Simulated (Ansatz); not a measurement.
**ClH6PSi2: rigid scan of one bond length from a Python script**

A script is to give a rigid scan of one bond length; the system is ClH6PSi2.

All numbers are computed with the Python package of Ansatz 0.2.0. Level of theory: Hartree-Fock/def2-SVP.

## 1. The structure

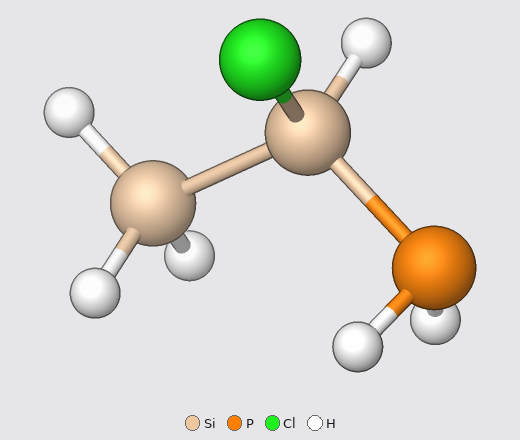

The structure that the script starts from, seen from a chosen angle (silicon light orange, phosphorus orange, chlorine green, hydrogen white).

Input file clh6psi2.xyz:

```xyz
10

Si   -1.37600   -0.67320    0.16460
Si    0.16070    0.97020   -0.31100
P     2.24700    0.21030   -0.17320
Cl   -0.01980    2.54740    0.98670
H    -1.16880   -1.21360    1.53620
H    -1.22860   -1.80740   -0.78890
H    -2.77120   -0.16480    0.06180
H    -0.03840    1.50980   -1.68230
H     2.13900   -0.38920    1.10330
H     2.05600   -0.98950   -0.89700
```

## 2. The code

scan_clh6psi2.py reads:

```python
"""Stretching a bond of ClH6PSi2, the rest held rigid."""

import ansatz as az
import numpy as np

molecule = az.Crystal.molecule_from_extxyz("clh6psi2.xyz")

symbols = [site.symbol for site in molecule.cartesian_sites]
start = np.array([site.position_ang for site in molecule.cartesian_sites])
axis = (start[3] - start[1]) / np.linalg.norm(start[3] - start[1])
moving = [3]
lengths, energies = [1.804, 1.886, 1.968, 2.05, 2.132, 2.214, 2.296, 2.419], []
for length in lengths:
    xyz = start.copy()
    xyz[moving] += (length - np.linalg.norm(start[3] - start[1])) * axis
    point = az.Crystal.molecule()
    for symbol, place in zip(symbols, xyz):
        point = point.atom(symbol, place.tolist())
    calc = (
        point.calculation()
        .basis(gaussian="def2-SVP")
        .functional("HF")
        .accuracy("medium")
    )
    data = calc.run(threads=1).report
    energies.append(data["free_energy_ev"])
    print(f"r = {length:6.3f} A  E = {energies[-1]:.5f} eV  <S^2> = {abs(data['mean_field']['state']['spin_squared']):.3f}")

# quartic fit about the minimum
fit = np.polynomial.Polynomial.fit(lengths, np.array(energies) - min(energies), 4).convert()
roots = [r.real for r in fit.deriv().roots() if abs(r.imag) < 1e-9 and fit.deriv(2)(r.real) > 0]
r_e = min(roots, key=lambda r: abs(r - lengths[int(np.argmin(energies))]))
print(f"minimum of the fit at {r_e:.4f} A, force constant {fit.deriv(2)(r_e):.2f} eV/A^2")
```

## 3. The run

Launch:

```sh
> python scan_clh6psi2.py
```

Standard output:

```text
r =  1.804 A  E = -37583.36785 eV  <S^2> = 0.000
r =  1.886 A  E = -37584.01386 eV  <S^2> = 0.000
r =  1.968 A  E = -37584.36779 eV  <S^2> = 0.000
r =  2.050 A  E = -37584.51196 eV  <S^2> = 0.000
r =  2.132 A  E = -37584.50696 eV  <S^2> = 0.000
r =  2.214 A  E = -37584.39753 eV  <S^2> = 0.000
r =  2.296 A  E = -37584.21677 eV  <S^2> = 0.000
r =  2.419 A  E = -37583.86326 eV  <S^2> = 0.000
minimum of the fit at 2.0853 A, force constant 18.96 eV/A^2
```

Run time: 11 s. Hardware: 1 thread of Arm Neoverse V1, shared host; peak memory 0.26 GiB.

## 4. The runs side by side

From the records of these 8 runs:

| run | distance (Å) | energy from run 4 (eV) | SCF cycles | CPU time (s) |
| --- | --- | --- | --- | --- |
| 1 | 1.80 | 1.1441 | 11 | 1.3 |
| 2 | 1.89 | 0.4981 | 11 | 1.3 |
| 3 | 1.97 | 0.1442 | 11 | 1.3 |
| 4 | 2.05 | 0.0000 | 11 | 1.3 |
| 5 | 2.13 | 0.0050 | 11 | 1.3 |
| 6 | 2.21 | 0.1144 | 11 | 1.3 |
| 7 | 2.30 | 0.2952 | 11 | 1.3 |
| 8 | 2.42 | 0.6487 | 11 | 1.3 |

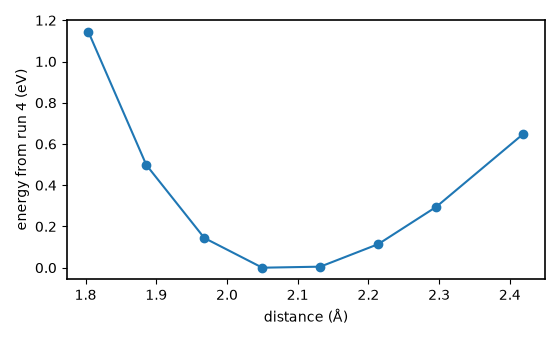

Energy against distance; lines join the points.

## 5. Outcome

| quantity | value |
| --- | --- |
| bond length at the fit's minimum | 2.0853 Å |
| runs compared | 8 |
| range of energy | 1.144 eV |
| lowest point, distance (Å) | 2.05 |

The curve has its lowest point inside the range, at 2.05. The ends stand 1.14 and 0.649 eV above it. The distance scanned is the script's pair 1, 3. Notes:
- The settings weren't tested for convergence.
- The rest of the molecule is held rigid at a force-field or estimated start geometry, and the basis set is modest; single-reference methods fail as a bond breaks.
- Hartree-Fock leaves correlation out, so bond, atomisation and ionisation energies come out well too low.
